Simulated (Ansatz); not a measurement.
Consider C2F2GeN2O2.

```xyz
9

O    -0.7726    1.0194   -3.2973
C    -0.5243    0.6132   -2.2437
N    -0.2718    0.1022   -1.1778
Ge    0.1054    0.6541    0.4803
F    -1.1701    1.6015    1.0954
F     1.4790    1.6621    0.4729
N     0.3959   -0.7107    1.5852
C     0.4079   -1.9161    1.5221
O     0.4392   -3.0721    1.5456
```

Geometry: PBE0-D4/def2-TZVP.

Computed with Ansatz 0.2.0, RKS PBE0-D4/def2-TZVPP.

Q: Predict the electron density and electron localisation function between the atoms.

A: C–O (1.16 Å): ρ at the midpoint is about 3.8 e/Å³; the ELF peaks at about 0.85 between the atoms; a multiple bond.
C–N (1.21 Å): ρ is about 3.1 e/Å³ halfway; the ELF peaks at about 0.85 between the atoms; a multiple bond.
Ge–N (1.78 Å): ρ at the midpoint is about 1 e/Å³; the ELF peaks at about 0.85 in the valence shell of N, 0.6 Å from its nucleus, and is about 0.40 at the midpoint.

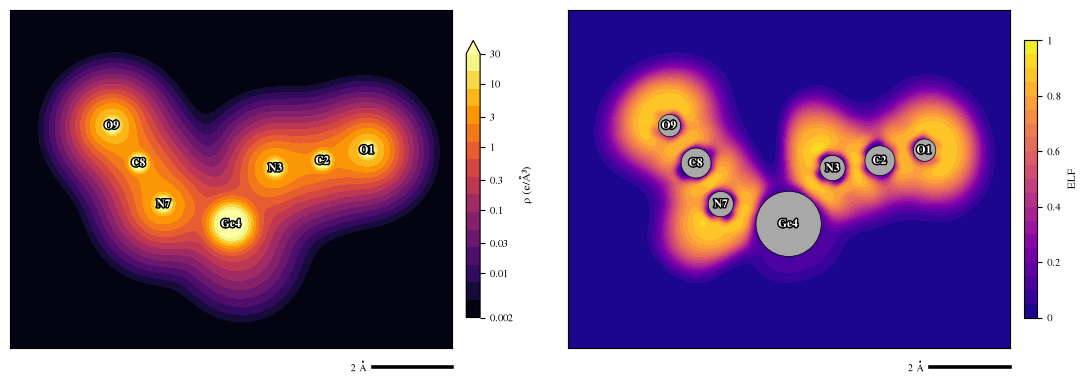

Computed electron density and electron localisation function on the plane of atoms Ge4, N7 and C8, in this order. Grey discs cover the atomic cores in the ELF map. 
